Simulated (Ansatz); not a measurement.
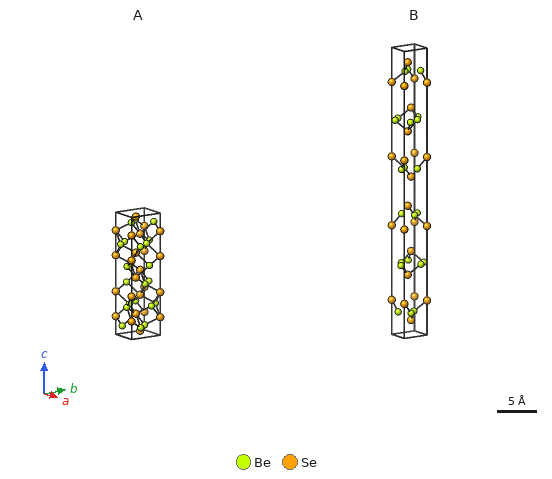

Two geometries of a crystal of Be3Se2 (built on the corundum_167 type) (coarse preliminary run), drawn at one scale. One is the start of a relaxation, the other its converged end. A ball-and-stick model of the conventional cell (3 times the calculation's cell), seen slightly off an axis. Lengths and directions refer to the drawn axes.

Theory: DFT PBE, scalar-relativistic, plane waves, PAW in Ansatz 0.2.0. Set-up: plane-wave cutoff 420 eV; k-point mesh 6 × 6 × 6; occupations gaussian; smearing width 0.1 eV; no spin polarisation; cell and atoms relaxed; force threshold 0.04 eV/Å; at most 70 steps.

> Which of the two is the end point?

Structure B is the relaxed one. Case: corundum type (R-3c, No. 167). After 31 accepted moves (35 points after the start) the energy has fallen by 6.142 eV per cell of the calculation. The largest force component goes from 1.1 to 0.0055 eV/Å. Pressure: 3.93 GPa at the start and 0.09 GPa at the end. The SCF was repeated 4 times at an unchanged geometry on a basis and grid sized afresh for the cell, which shifted the energy by 0.132 eV per cell of the calculation at most. The largest moves relative to the cell, 1.02 Å, are those of Se atoms. By element the largest moves are Se 1.02 Å, Be 0.16 Å. Cell: a = b 5.787 → 4.591 Å (−20.7 %), c 15.799 → 37.138 Å (+135.1 %). Volume +48.0 %. Near-neighbour distances that change, for instance: Se–Se 3.229 → 9.631 Å, Be–Se 2.397 → 4.974 Å, Be–Se 2.255 → 2.180 Å. Bonds break: Be–Se (2.40 → 4.97 Å). Among the angles between lasting bonds that change: Be–Se–Be 101.2° → 84.5°. The space group stays R-3c (No. 167). The run took 5.7 min on 1 thread of Intel(R) Xeon(R) 6975P-C (Granite Rapids) (shared host), peak memory 1.1 GiB.
